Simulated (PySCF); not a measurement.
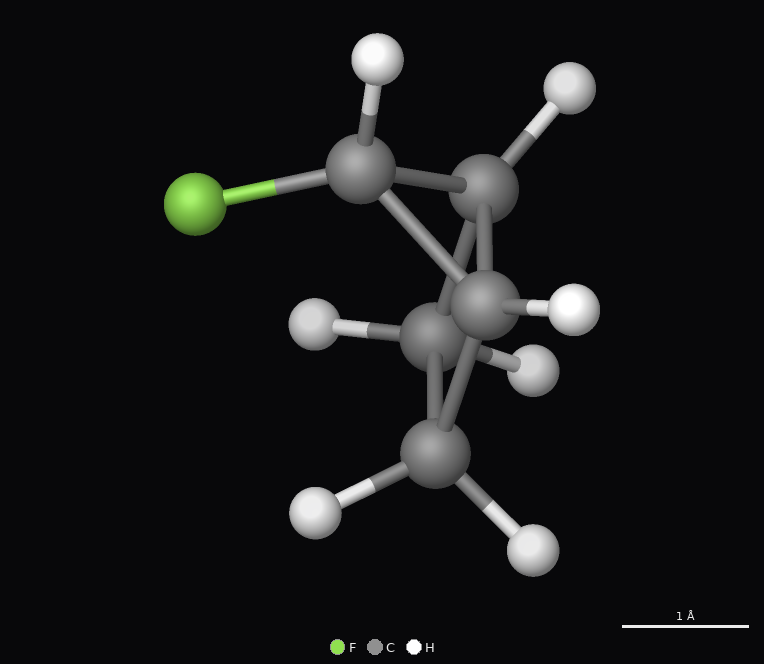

Rendered structure (ball-and-stick style). Every bond is drawn as one stick, whatever its order.

The computed structure is the end point of a PBE0-D3(BJ)/def2-SVP optimisation. No frequency run is at hand to confirm it as a minimum.

Description:

Formula C₅H₇F. SMILES: `F[C@H]1[C@H]2CC[C@@H]12`. Independent rings (smallest set): 1 of 3 members, 1 of 4 members. Among its groups: C–F bond. This geometry has Cs symmetry.

The parts below concern this one geometry. Atoms keep their numbers from picture to picture.

**Geometry**

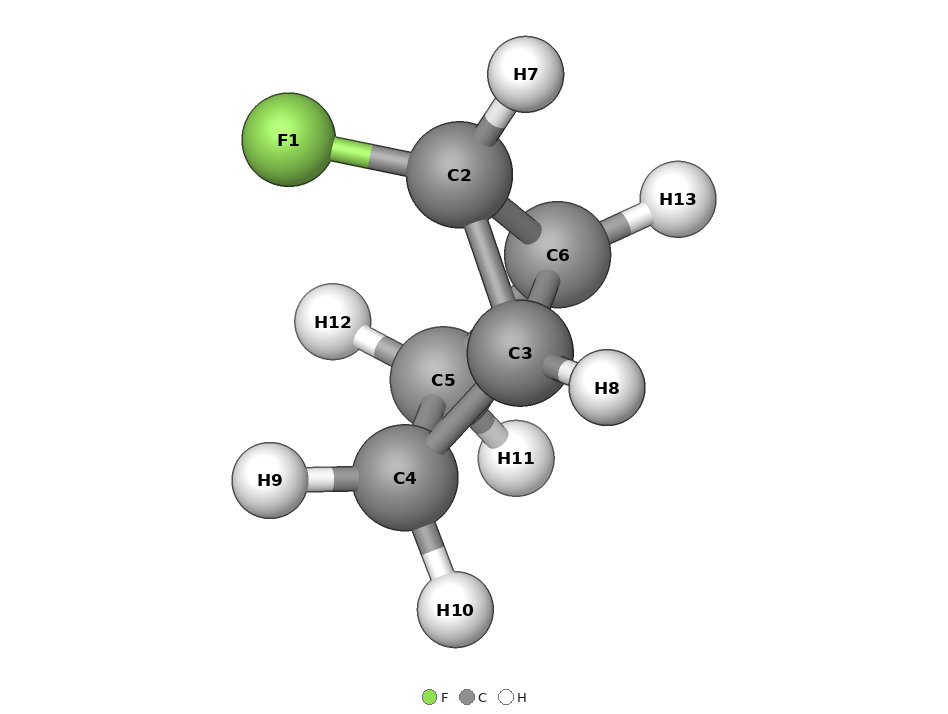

No frequency run is at hand to confirm it as a minimum.

> What is the dihedral angle C6–C2–C3–C4?

77° in size, that is gauche.

**Dipole moment**

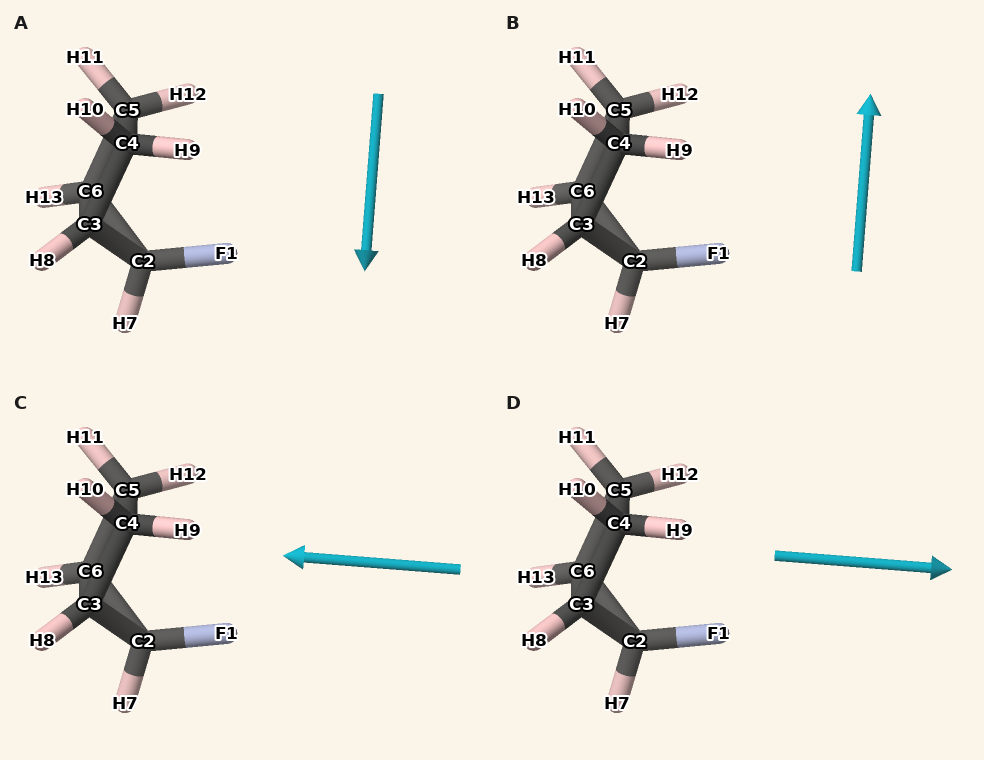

The same molecule four times, each with an arrow. No frequency run is at hand to confirm it as a minimum. Level of theory: BLYP/pcSseg-1, gas phase (PySCF 2.14.0).

> Which arrow points along the dipole moment, from the negative to the positive end?

C. The dipole moment is 1.70 D; it points from the side of F1 to the side of H8, H13 (the outermost atoms at the two ends).

**NMR shielding**

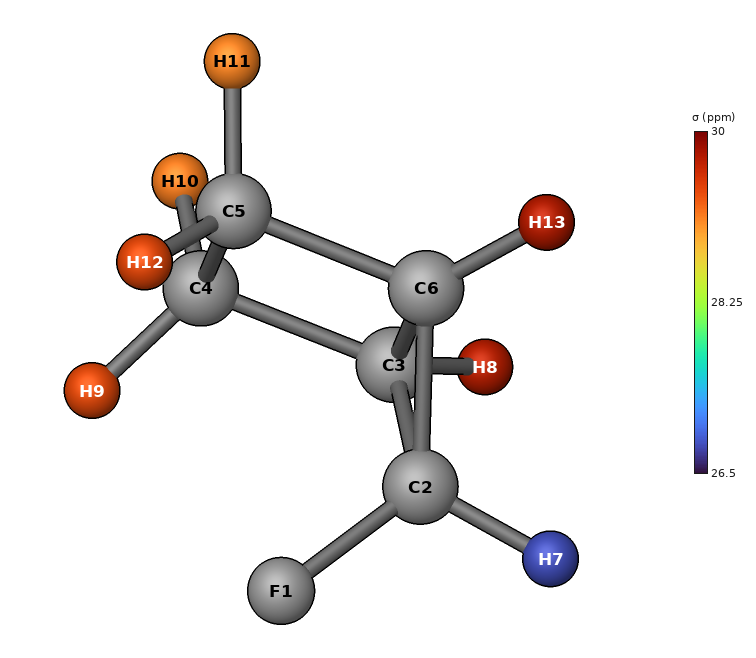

Atoms are coloured by their isotropic NMR shieldings (H only, the others grey). No frequency run is at hand to confirm it as a minimum. Properties computed with GIAO OPBE/pcSseg-1 NMR shielding, non-relativistic, gas phase (PySCF 2.14.0).

List the isotropic NMR shieldings of the H atoms.

```tsv
atom	σ (ppm)
H7	26.80
H8	29.70
H9	29.38
H10	29.12
H11	29.09
H12	29.39
H13	29.72
```

**Spin–spin coupling**

No frequency run is at hand to confirm it as a minimum. Properties computed with B3LYP/pcJ-0 indirect spin-spin coupling, non-relativistic, gas phase (PySCF 2.14.0). Isotopes: 13C, 19F, 1H.

Give the spin–spin coupling constants of these pairs, with the number of bonds between them: F1/C2, F1/H7, F1/C6, F1/H8, F1/C5, F1/C4.

| pair | bonds apart | J (Hz) |
| --- | --- | --- |
| F1, C2 | 1 | −391.1 |
| F1, H7 | 2 | 44.9 |
| F1, C6 | 2 | 7.4 |
| F1, H8 | 3 | −1.5 |
| F1, C5 | 3 | 3.1 |
| F1, C4 | 3 | 3.2 |

Density functionals are unreliable for couplings to fluorine, so those rows may be far off.
